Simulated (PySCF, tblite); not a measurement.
**C₅H₅FNO₂ radical: geometry, infrared bands and EPR parameters**

What infrared bands and EPR parameters should C₅H₅FNO₂ radical (`[CH2]OC1=C(F)CC(=O)N1`) show?

Programs: tblite 0.8.0 and PySCF 2.14.0, with density-fitted response routines of our own. Each step states its level of theory. These are calculated values for one molecule in the gas phase, unless marked as measured. Atoms are numbered from 0 throughout.

**1. The molecule as given**

14 atoms, charge 0, multiplicity 2; geometry from: force field or distance geometry start.

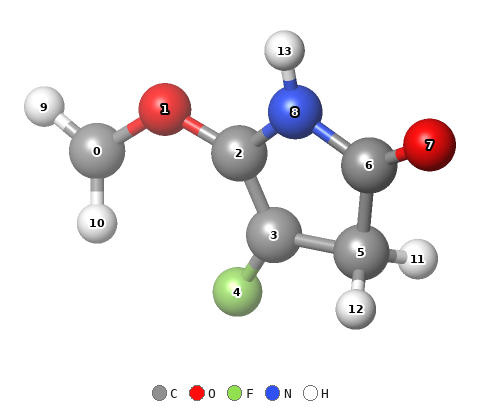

The starting geometry (carbon grey, oxygen red, fluorine green, nitrogen blue, hydrogen white), atoms numbered.

**2. Geometry optimisation with GFN2-xTB**

What the job is given:

```
{"job": {"kind": "relax", "xc": "GFN2-xTB", "basis": "xTB"}, "charge": 0, "multiplicity": 2}
C      2.721300    -0.248700     0.252200
O      1.555300    -0.474400     0.918800
C      0.355200    -0.192300     0.386900
C     -0.042300     0.107400    -0.874000
F      0.771200     0.163300    -1.925200
C     -1.525200     0.320200    -0.953200
C     -1.895400     0.093100     0.501300
O     -3.010600     0.154800     0.986300
N     -0.733100    -0.205200     1.199000
H      3.590400    -0.579800     0.779000
H      2.697800     0.339800    -0.647700
H     -2.010400    -0.420700    -1.589600
H     -1.768600     1.343700    -1.239900
H     -0.706300    -0.401800     2.184000
```

Started as:

```sh
$ OMP_NUM_THREADS=1 python probes_run.py task.json out
```

The driver reads the jobs from task.json and runs them one after another.

What it wrote:

```text
step      E/eV     max force
  0    -788.04938    1.907
  1    -788.10933    1.605
  2    -788.13297    0.785
  3    -788.14867    0.376
  4    -788.16015    0.220
  5    -788.16310    0.150
  6    -788.16402    0.126
  7    -788.16537    0.112
  8    -788.16695    0.109
  9    -788.16795    0.113
 10    -788.16889    0.072
 11    -788.16969    0.086
 12    -788.17051    0.090
 13    -788.17134    0.093
 14    -788.17222    0.094
 15    -788.17328    0.106
 16    -788.17461    0.117
 17    -788.17619    0.110
 18    -788.17789    0.110
 19    -788.17938    0.081
 20    -788.18035    0.068
 21    -788.18084    0.055
 22    -788.18117    0.055
 23    -788.18158    0.069
 24    -788.18204    0.065
 25    -788.18246    0.085
 26    -788.18293    0.062
 27    -788.18379    0.089
 28    -788.18463    0.095
 29    -788.18589    0.096
 30    -788.18680    0.077
 31    -788.18735    0.063
 32    -788.18777    0.064
 33    -788.18821    0.067
 34    -788.18865    0.056
 35    -788.18905    0.050
 36    -788.18941    0.062
 37    -788.18971    0.061
 38    -788.18988    0.041
 39    -788.18999    0.028
 40    -788.19005    0.018
 41    -788.19009    0.014
 42    -788.19012    0.022
 43    -788.19015    0.014
 44    -788.19017    0.013
 45    -788.19019    0.011
 46    -788.19020    0.009
```

Run time: 0.23 s. Hardware: 1 thread of Arm Neoverse V2, shared host.

Step by step: (not every step is listed)

| step | energy from step 0 (eV) | largest force (eV/Å) |
| --- | --- | --- |
| 0 | 0.0000 | 1.9068 |
| 1 | -0.0599 | 1.6052 |
| 2 | -0.0836 | 0.7846 |
| 3 | -0.0993 | 0.3759 |
| 4 | -0.1108 | 0.2200 |
| 5 | -0.1137 | 0.1501 |
| 6 | -0.1146 | 0.1259 |
| 7 | -0.1160 | 0.1117 |
| 8 | -0.1176 | 0.1095 |
| 11 | -0.1203 | 0.0862 |
| 14 | -0.1228 | 0.0942 |
| 17 | -0.1268 | 0.1101 |
| 20 | -0.1310 | 0.0684 |
| 23 | -0.1322 | 0.0687 |
| 26 | -0.1336 | 0.0621 |
| 29 | -0.1365 | 0.0964 |
| 32 | -0.1384 | 0.0635 |
| 35 | -0.1397 | 0.0500 |
| 38 | -0.1405 | 0.0405 |
| 41 | -0.1407 | 0.0140 |
| 42 | -0.1407 | 0.0220 |
| 43 | -0.1408 | 0.0137 |
| 44 | -0.1408 | 0.0133 |
| 45 | -0.1408 | 0.0106 |
| 46 | -0.1408 | 0.0092 |

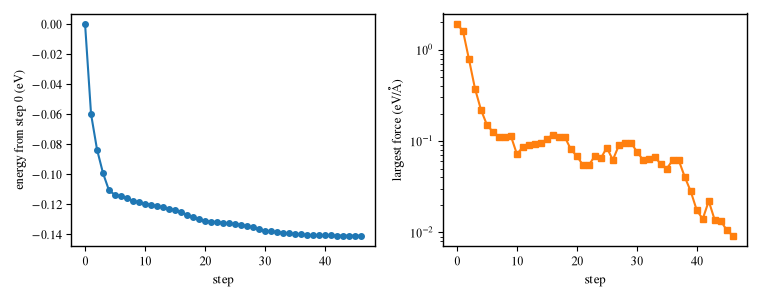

Energy and largest force along the relaxation.

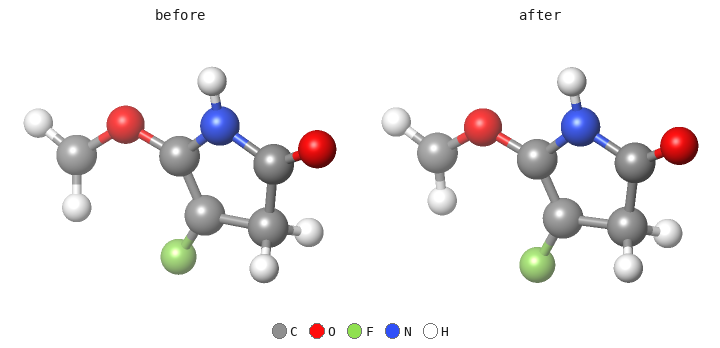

The geometry before (left) and after (right).

Distances of close pairs at the start and the end, largest changes first:

| bond | before (Å) | after (Å) | change (Å) |
| --- | --- | --- | --- |
| C2–N8 | 1.358 | 1.401 | +0.043 |
| C6–N8 | 1.388 | 1.368 | -0.020 |
| C3–F4 | 1.330 | 1.349 | +0.019 |
| C6–O7 | 1.218 | 1.203 | -0.015 |
| C0–O1 | 1.362 | 1.347 | -0.015 |
| O1–C2 | 1.343 | 1.329 | -0.014 |
| C3–C5 | 1.500 | 1.491 | -0.009 |
| C0–H10 | 1.076 | 1.070 | -0.006 |

The end geometry stands in the next job.

**3. Vibrational analysis with GFN2-xTB**

What the job is given:

```
{"job": {"kind": "ir", "xc": "GFN2-xTB", "basis": "xTB"}, "charge": 0, "multiplicity": 2}
C      2.718292    -0.295438     0.279327
O      1.555206    -0.335546     0.957590
C      0.384256    -0.110374     0.371480
C     -0.027504     0.191289    -0.882639
F      0.738088     0.359888    -1.980539
C     -1.511770     0.322419    -0.929200
C     -1.910478     0.051656     0.515524
O     -3.012612     0.043229     0.996854
N     -0.747376    -0.190343     1.193328
H      3.580619    -0.486031     0.881300
H      2.758902    -0.059906    -0.763507
H     -1.985396    -0.400932    -1.597619
H     -1.846888     1.314710    -1.240504
H     -0.694018    -0.405093     2.176440
```

What it wrote:

```text
mode    cm-1     km/mol
  1      88.3      1.95
  2     135.5      4.29
  3     194.9     32.02
  4     197.1      2.91
  5     231.7     42.35
  6     273.7      2.00
  7     313.3      6.21
  8     349.0      1.19
  9     388.0      0.81
 10     480.6     33.69
 11     510.3     28.66
 12     522.7     59.13
 13     529.4     80.26
 14     554.0      0.66
 15     663.9      6.02
 16     787.4     24.32
 17     892.3     24.34
 18     902.4      1.57
 19    1043.9     36.62
 20    1044.5      1.13
 21    1106.5     49.42
 22    1129.2     43.97
 23    1177.8     13.14
 24    1226.8    102.08
 25    1264.8    150.73
 26    1286.9    124.63
 27    1358.1      7.76
 28    1373.7     65.66
 29    1405.9     18.11
 30    1653.6     58.14
 31    1807.3    808.02
 32    2947.7      1.13
 33    2974.5      5.57
 34    3159.1      9.85
 35    3222.7      5.18
 36    3471.5     30.47
```

Run time: 0.33 s. Hardware: 1 thread of Arm Neoverse V2, shared host.

The strongest bands and the atoms that carry them (share of the mass-weighted mode):

| cm⁻¹ | km/mol | atoms |
| --- | --- | --- |
| 523 | 59.1 | C6 35 %, N8 16 %, C2 11 % |
| 529 | 80.3 | H13 75 %, C2 20 % |
| 1227 | 102.1 | C6 28 %, N8 15 %, C3 14 %, O1 13 % |
| 1265 | 150.7 | N8 23 %, O1 17 %, C6 14 %, C3 13 % |
| 1287 | 124.6 | C3 33 %, C5 21 %, N8 15 % |
| 1374 | 65.7 | C2 39 %, N8 21 %, O1 12 % |
| 1654 | 58.1 | C2 48 %, C3 43 % |
| 1807 | 808.0 | C6 64 %, O7 33 % |

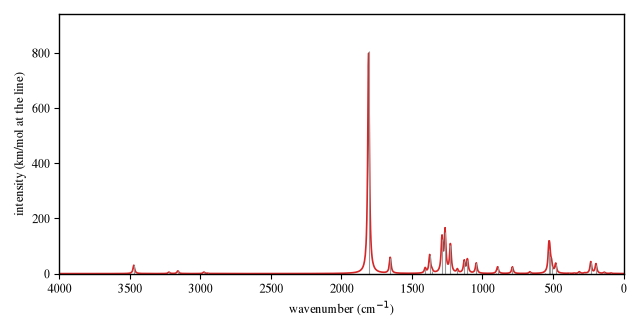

The infrared spectrum from these modes, unscaled. Lines are broadened to a width of 14 cm⁻¹ (Lorentzian).

**4. g tensor and hyperfine couplings: B3LYP/pcH-1**

Same as in step 3 but for these lines:

```diff
@@ -1,2 +1,2 @@
-{"job": {"kind": "ir", "xc": "GFN2-xTB", "basis": "xTB"}, "charge": 0, "multiplicity": 2}
+{"job": {"kind": "epr", "basis": "pcH-1"}, "charge": 0, "multiplicity": 2}
 C      2.718292    -0.295438     0.279327
```

Method: UKS B3LYP, pcH-1 on C F H N O, non-relativistic, mean-field spin-orbit, GIAO.

What it wrote:

```text
UKS, coarse grid
  cycle   1  E = -498.31454865  |g| = 7.43e-01
  cycle   2  E = -497.51519544  |g| = 1.61e+00
  cycle   3  E = -498.49750581  |g| = 2.03e-01
  cycle   4  E = -498.51103532  |g| = 9.75e-02
  cycle   5  E = -498.51398574  |g| = 2.56e-02
  cycle   6  E = -498.51423325  |g| = 9.42e-03
  cycle   7  E = -498.51426624  |g| = 3.95e-03
  cycle   8  E = -498.51427419  |g| = 1.42e-03
  cycle   9  E = -498.51427538  |g| = 6.87e-04
UKS, final grid
  cycle   1  E = -498.51426371  |g| = 1.02e-03
  cycle   2  E = -498.51426295  |g| = 1.78e-03
  cycle   3  E = -498.51426405  |g| = 2.67e-04
  cycle   4  E = -498.51426408  |g| = 4.15e-05
  cycle   5  E = -498.51426408  |g| = 2.61e-05
E = -498.51426408 Eh   <S^2> = 0.7554 (exact 0.7500)
g shifts (ppm)      1          2          3
  rmc          -180       -180       -180
  gc             -4         46         36
  oz_so         -16        964       1951
  total        -200        830       1806
hyperfine (MHz)  atom isotope    a_iso     a_fc   dipolar eigenvalues
    0   13C      84.63      84.63    -79.68    -77.12    156.80
    1   17O     -14.47     -14.47    -50.34     24.01     26.33
    2   13C     -10.38     -10.38     -8.29      2.18      6.11
    3   13C      10.77      10.77     -9.68     -7.50     17.18
    4   19F      16.58      16.58    -34.91    -24.73     59.65
    5   13C      -3.94      -3.94     -0.37     -0.13      0.50
    6   13C      -0.27      -0.27     -0.59      0.01      0.59
    7   17O       0.30       0.30     -0.64     -0.38      1.02
    8   14N      -0.26      -0.26     -0.25      0.00      0.25
    9    1H     -64.38     -64.38    -37.46     -0.27     37.73
   10    1H     -65.83     -65.83    -37.25      0.22     37.03
   11    1H      13.55      13.55     -1.01     -0.86      1.86
   12    1H      13.41      13.41     -1.00     -0.86      1.86
   13    1H       0.03       0.03     -1.59     -1.46      3.05
```

Run time: 70 s. Hardware: 1 thread of Arm Neoverse V2, shared host; peak memory 1 GiB.

Principal g values 2.00212, 2.00315, 2.00413; g(iso) = 2.00313, against 2.00232 for a free electron.

Hyperfine couplings; where a row names several nuclei, a(iso) is their mean (it holds for fast rotation or exchange) and the dipolar term the largest among them:

| nuclei | isotope | a(iso) (MHz) | a(iso) (G, at g = 2.0023) | largest dipolar term (MHz) |
| --- | --- | --- | --- | --- |
| C0 | 13C | 84.6 | 30.2 | 156.8 |
| H9, H10 | 1H | -65.1 | -23.2 | 37.7 |
| F4 | 19F | 16.6 | 5.9 | 59.6 |
| O1 | 17O | -14.5 | -5.2 | -50.3 |
| H11, H12 | 1H | 13.5 | 4.8 | 1.9 |
| C3 | 13C | 10.8 | 3.8 | 17.2 |
| C2 | 13C | -10.4 | -3.7 | -8.3 |
| C5 | 13C | -3.9 | -1.4 | 0.5 |
| O7 | 17O | 0.3 | 0.1 | 1.0 |
| C6 | 13C | -0.3 | -0.1 | -0.6 |
| N8 | 14N | -0.3 | -0.1 | -0.3 |
| H13 | 1H | 0.0 | 0.0 | 3.1 |

Mulliken spin populations:

C0 0.96; O1 0.07; C2 -0.05; C3 0.10; F4 0.01; C5 -0.01; C6 0.00; O7 0.00; N8 0.00; H9 -0.04; H10 -0.04; H11 0.01; H12 0.01; H13 0.00

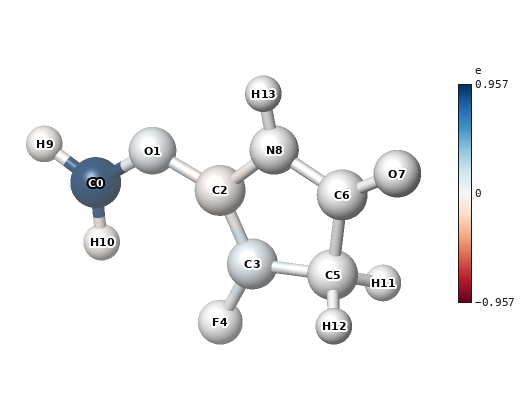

Mulliken spin populations, as colours on the atoms.

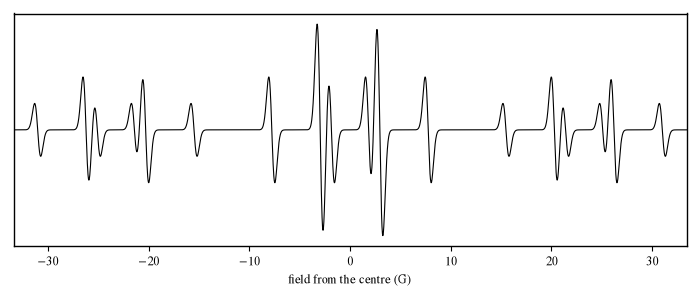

First-order isotropic spectrum (first derivative, main isotopes with spin only, couplings over 0.8 MHz, Gaussian width 0.3 G; couplings of the frozen geometry, rotation of groups not averaged beyond the rows shown).

Orbitals, density, ELF and potential are computed afterwards from the orbital file.

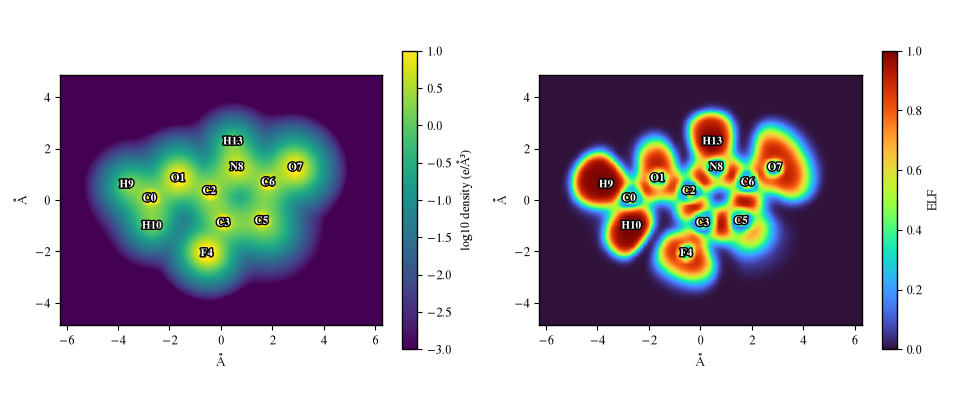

Density (left) and ELF (right) in a plane through or near 12 of the atoms.

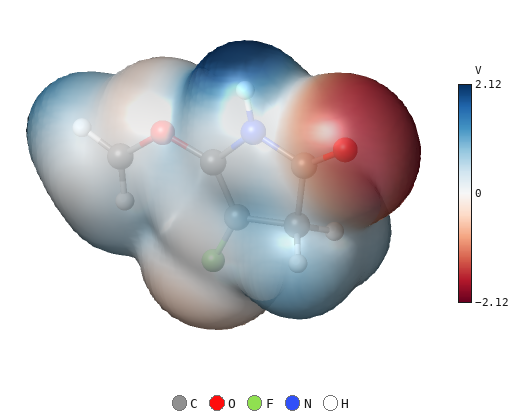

Electrostatic potential on the surface of density 0.002 e/bohr³; red is low, blue high. It runs from -1.78 V near O7 to 2.12 V near H13.

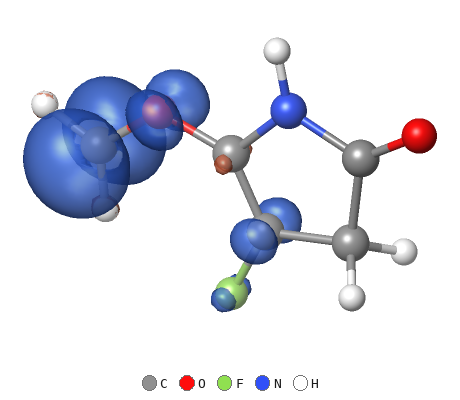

Spin density at ±0.04 e/Å³ (alpha excess blue, beta excess red).

**5. Summary of results**

| quantity | value |
| --- | --- |
| strongest single infrared mode (GFN2-xTB) | 1807 cm⁻¹, 808 km/mol |
| zero-point energy (GFN2-xTB) | 58.1 kcal/mol |
| g(iso) (B3LYP) | 2.00313 |
| ⟨S²⟩ | 0.755 (exact 0.75) |
| largest a(iso) (averaged by class) | 13C on C0, 84.6 MHz |
| surface potential, least and greatest | -1.78 V and 2.12 V |

What this shows: Over 46 steps the energy fell by 0.141 eV; of the close pairs, C2–N8 changed most, 1.358 to 1.401 Å. No mode is imaginary among the 36: a minimum at this level. The strongest single mode, at 1807 cm⁻¹, moves mainly C6 and O7. Unscaled tight-binding wavenumbers are off by several per cent, some by more. Its intensities can rank the bands wrongly. C0 carries the largest spin population, 0.96 e. The isotropic g lies 0.8 ppt above the free-electron value.
